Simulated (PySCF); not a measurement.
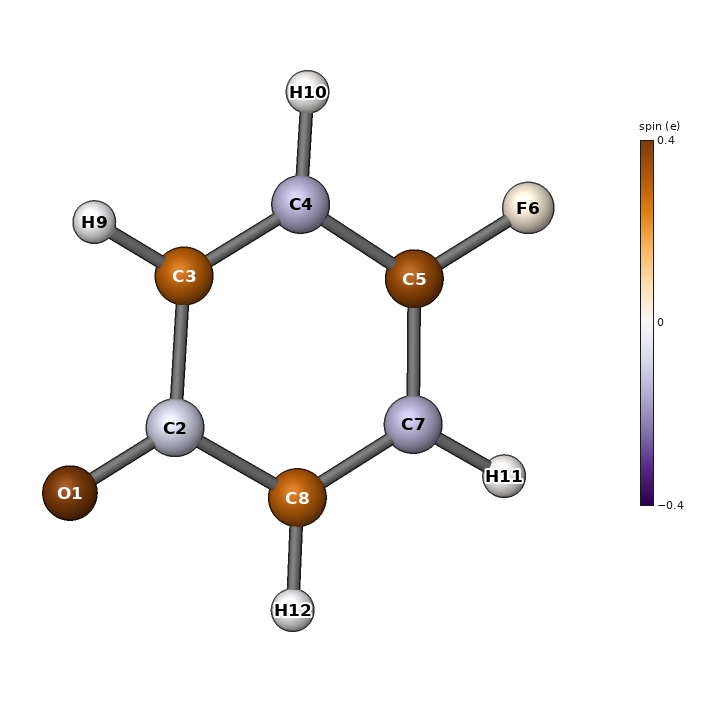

Atoms are coloured by their Mulliken spin populations. Charge 0, doublet. Computed geometry: GFN2-xTB optimisation. No frequency run is at hand to confirm it as a minimum. Level of theory: UKS B3LYP, pcH-1 on C F H O, non-relativistic (PySCF 2.14.0).

Which atom carries the largest spin population?

O1 (0.40 e).

Which atom has the lowest spin population?

C4, C7 (−0.14 e); a negative value comes from spin polarisation.

List the Mulliken spin populations.

```json
{"atom": "O1", "value (e)": "0.40"}
{"atom": "C2", "value (e)": "−0.09"}
{"atom": "C3", "value (e)": "0.31"}
{"atom": "C4", "value (e)": "−0.14"}
{"atom": "C5", "value (e)": "0.36"}
{"atom": "F6", "value (e)": "0.04"}
{"atom": "C7", "value (e)": "−0.14"}
{"atom": "C8", "value (e)": "0.31"}
{"atom": "H9", "value (e)": "−0.01"}
{"atom": "H10", "value (e)": "0.00"}
{"atom": "H11", "value (e)": "0.00"}
{"atom": "H12", "value (e)": "−0.01"}
```

Mulliken values depend strongly on the basis set.
